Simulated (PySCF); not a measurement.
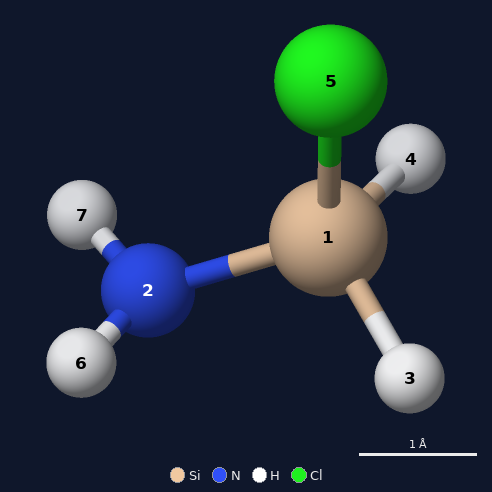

Computed geometry: PBE0-D4/def2-TZVP optimisation. No frequency run is at hand to confirm it as a minimum.

What is the geometry at Si1?

Answer. Si1 has 4 neighbours (N2 at 1.70, H3 at 1.48, H4 at 1.48, Cl5 at 2.07 Å); the arrangement is tetrahedral.
